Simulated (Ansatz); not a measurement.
Amorphous La₁₂Si₁₂O₄₂

The cell was made by melting and quenching with the CHGNet potential and then relaxed with DFT. O atoms were pushed apart under 1.9 Å during the dynamics, to hinder bonds among them. The hot cell started wider than the set density and was brought back towards it in steps. It is the lowest in DFT energy of 2 quenches. It is a model cell: composition and starting density were chosen by hand, and all elements were melted together. No dispersion term was used.

Methods: PBE, scalar-relativistic without spin-orbit coupling (Ansatz, a quantum-chemistry and plane-wave program); r2SCAN, scalar-relativistic without spin-orbit coupling (Ansatz); HSE06, scalar-relativistic without spin-orbit coupling (Ansatz). Geometry, pressure, stress and energy are those of the PBE run. Its sampling: a 2×2×2 Γ-centred mesh; Fermi-Dirac width 0.02 eV; no spin polarisation. Other functionals are single points at the zone centre (r2SCAN at 500 eV; exact exchange cut at the cell's faces), free to take moments where seeds were set. At PBE the levels at the filled edge of the gap are localised (band-tail or defect states).

| Property | Value |
|---|---|
| Number of atoms in the cell | 66 |
| Density (volume relaxed, without dispersion) | 4.48 g/cm^3 |
| Volume per atom | 15.03 Å^3 |
| Pressure on a 2×2×2 Γ-centred mesh | 0.00 GPa |
| Largest force and stress component on that mesh (the relaxation ran on the zone centre alone) | 0.05 eV/Å and 1.4 GPa |
| Energy relative to alpha cristobalite + hexagonal La2O3 (lowest mix at this level among the phases computed, not always the ambient ones) | -2.3 kJ/mol of atoms |
| Level gap on a 2×2×2 Γ-centred mesh (PBE) | 4.02 eV |
| Level gap at the zone centre (PBE) | 4.07 eV |
| Level gap at the zone centre (r2SCAN) | 4.61 eV |
| Level gap at the zone centre (HSE06) | 5.80 eV |

Neighbours within La-La 3.96 Å, La-Si 3.20 Å, La-O 3.02 Å, Si-Si 2.60 Å, Si-O 1.92 Å, O-O 1.58 Å count as bonded. Two cations that share two anions don't count as bonded, nor two that share one unless they lie closer than La-La 3.85 Å, La-Si 3.11 Å, Si-Si 2.38 Å.

```
Item                                                             Result
---------------------------------  ------------------------------------
Mean coordination of La by anions             6.67 (4 with 6, 8 with 7)
Mean coordination of Si by anions                      4.00 (12 with 4)
Mean coordination of O             3.05 (6 with 2, 28 with 3, 8 with 4)
Mean La-O bond                     2.533 Å (spread 0.165 Å, 80 counted)
Mean Si-O bond                     1.647 Å (spread 0.028 Å, 48 counted)
```

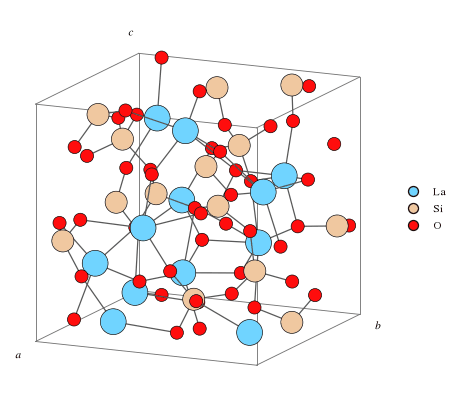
The relaxed cell

Its density started from a set value of 4.40 g/cm³. The simulated quench (nominally 280 K/ps over its main leg) is rapid and tends to freeze in more defects than a deposited or slowly cooled glass has. Values belong to this one cell and scatter from quench to quench. The volume was free in the relaxation, at fixed shape. Stress components on the final sampling reach 1.4 GPa.
